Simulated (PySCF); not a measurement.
**CCSD(T)/STO-3G run of SnClF (SMILES [F][Sn][Cl])**

Aim: the vertical singlet–triplet gap of SnClF at CCSD(T)/STO-3G, from 2 runs. The job is set up through a Python script.

The calculation is run with PySCF 2.14.0.

19 further runs of the same task are left out: 7 that didn't finish, 12 set aside as unsound or not needed.

### 1 The system as given

SnClF: 3 atoms, total charge 0, spin state singlet. SMILES: `[F][Sn][Cl]`. The coordinates come from a PBE0-D4/def2-TZVP relaxation.

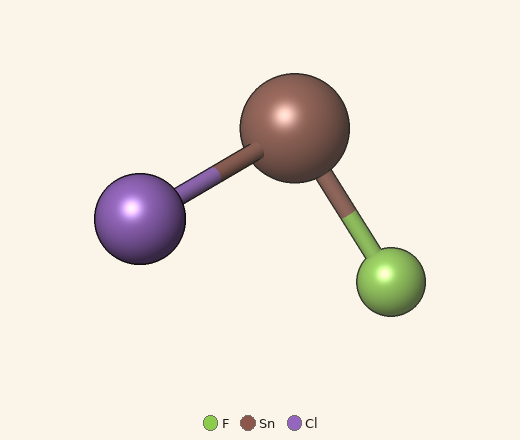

The structure, seen from a chosen angle (fluorine green, tin brown, chlorine purple).

### 2 A single-point energy at CCSD(T)/STO-3G

The input, input.py:

```python
# [F][Sn][Cl]
from pyscf import gto, cc

molecule = gto.M(
    atom='F -1.389600 0.223100 -0.744400; Sn 0.164300 0.898100 0.190700; Cl 1.214300 -1.186000 0.540500',
    max_memory=1860,
    basis='sto-3g',
    charge=0,
    verbose=3,
)

hf = molecule.RHF()
hf.conv_tol = 1e-10
hf.kernel()
if not hf.converged:
    hf = hf.newton().run(hf.mo_coeff, hf.mo_occ)

mycc = cc.CCSD(hf, frozen=24)
mycc.kernel()
e_t = mycc.ccsd_t()
e_final = mycc.e_tot + e_t
print('E = %.10f Eh' % e_final)
```

Command:

```sh
OMP_NUM_THREADS=1 python input.py
```

Output:

```text
converged SCF energy = -6515.97322820159
E(CCSD) = -6516.037994158024  E_corr = -0.06476595642984351
CCSD(T) correction = -0.00745853355534045
E = -6516.0454526916 Eh
```

Run time: 1.1 s. Hardware: 1 thread of Arm Neoverse V1, shared host; peak memory 0.12 GiB.

### 3 The triplet

The input, job.py:

```python
from pyscf import gto, scf, cc

system = gto.Mole()
system.atom = [
    ('F', (-1.389600, 0.223100, -0.744400)),
    ('Sn', (0.164300, 0.898100, 0.190700)),
    ('Cl', (1.214300, -1.186000, 0.540500)),
]
system.basis = 'sto-3g'
system.spin = 2
system.verbose = 3
system.max_memory = 1860
system.build()

myscf = scf.UHF(system)
myscf.conv_tol = 1e-10
myscf.kernel()
if not myscf.converged:
    myscf = myscf.newton().run(myscf.mo_coeff, myscf.mo_occ)

mycc = cc.CCSD(myscf, frozen=24)
mycc.kernel()
e_t = mycc.ccsd_t()
e_tot = mycc.e_tot + e_t
print('E = %.10f Eh' % e_tot)
```

Command:

```sh
OMP_NUM_THREADS=1 python job.py
```

Output:

```text
WARN: HOMO -0.336849155259774 >= LUMO -0.582491200487323

converged SCF energy = -6515.91593935311  <S^2> = 2.0067294  2S+1 = 3.0044829
E(UCCSD) = -6515.964988119906  E_corr = -0.04904876679493653
UCCSD(T) correction = -0.00323574061773194
E = -6515.9682238605 Eh
```

Wall time 1.3 s (1 thread of Arm Neoverse V1, shared host); peak memory 0.11 GiB.

### 4 Outcome

At CCSD(T)/STO-3G, 24 core orbitals frozen:

```
                                                           quantity           value
                                              singlet: total energy  -6516.04545 Eh
                      singlet: dipole moment (Hartree–Fock density)          3.31 D
                       singlet: HOMO energy (Hartree–Fock orbitals)        -6.48 eV
                       singlet: LUMO energy (Hartree–Fock orbitals)         3.70 eV
                     singlet: HOMO–LUMO gap (Hartree–Fock orbitals)        10.17 eV
              singlet: correlation energy (24 core orbitals frozen)       -72.2 mEh
                                            singlet: (T) correction       -7.46 mEh
                                             singlet: T1 diagnostic           0.019
                                              triplet: total energy  -6515.96822 Eh
                      triplet: dipole moment (Hartree–Fock density)          5.08 D
triplet: HOMO energy (Hartree–Fock orbitals) (highest over α and β)        -4.86 eV
 triplet: LUMO energy (Hartree–Fock orbitals) (lowest over α and β)         2.23 eV
              triplet: correlation energy (24 core orbitals frozen)       -52.3 mEh
                                            triplet: (T) correction       -3.24 mEh
                         triplet: ⟨S²⟩ of the reference determinant           2.007
                                             triplet: T1 diagnostic           0.016
                   vertical energy of the triplet above the singlet        2.102 eV
```

In words: At this shape the triplet lies 2.10 eV (203 kJ/mol) above the singlet. In a minimal basis such a difference can be off by several eV, whatever the method. The triples (singlet) make up 10.3 % of the correlation energy. Relativity is left out (singlet) although the molecule holds a heavy atom. The triples (triplet) make up 6.2 % of the correlation energy. Relativity is left out (triplet) although the molecule holds a heavy atom.
